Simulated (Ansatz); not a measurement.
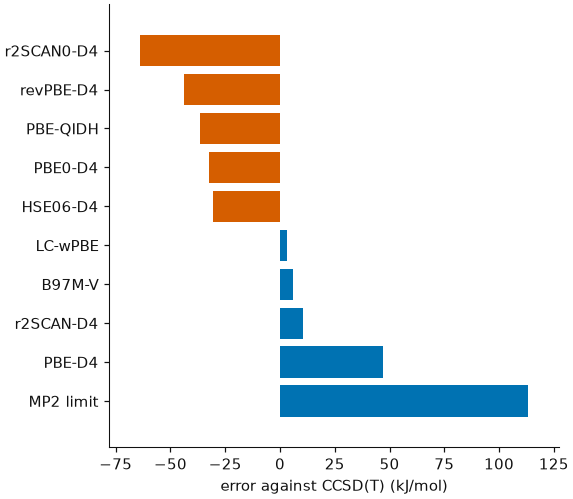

Error in the electronic atomisation energy (method less reference, so positive means overbinding) of AlBH₂OF₂, SMILES O[B](F)[AlH][F], singlet: functionals in def2-TZVPP against frozen-core CCSD(T) at the limit (MP2 extrapolated from triple and quadruple zeta, plus CCSD(T) less MP2 in a smaller set), which gives 2781.4 kJ/mol, at a PBE0-D4/def2-TZVP geometry (a minimum by its frequencies), no zero-point or spin-orbit term, the Ansatz code. The reference leaves out core correlation, a term that grows with the number of heavy atoms. PBE-QIDH holds a correlation term that converges slowly with the basis, so part of the distance to the limit is basis error. No dispersion term is added to PBE-QIDH and LC-wPBE. Limit means the basis limit.

Q: Which of these levels overbind, and which underbind?

A: Overbind: PBE-D4 and MP2 limit. Underbind: r2SCAN0-D4, revPBE-D4, PBE-QIDH, PBE0-D4 and HSE06-D4. Within 25 kJ/mol of zero, too close to call in view of what the reference leaves out: LC-wPBE, B97M-V and r2SCAN-D4.

Q: Give the values.

A:
```csv
level,kJ/mol
r2SCAN0-D4,−63.8
revPBE-D4,−43.9
PBE-QIDH,−36.6
PBE0-D4,−32.5
HSE06-D4,−30.4
LC-wPBE,3.1
B97M-V,5.9
r2SCAN-D4,10.7
PBE-D4,47.1
MP2 limit,113.2
```

Caveats, for all or some of the runs: one conformer of a flexible molecule.
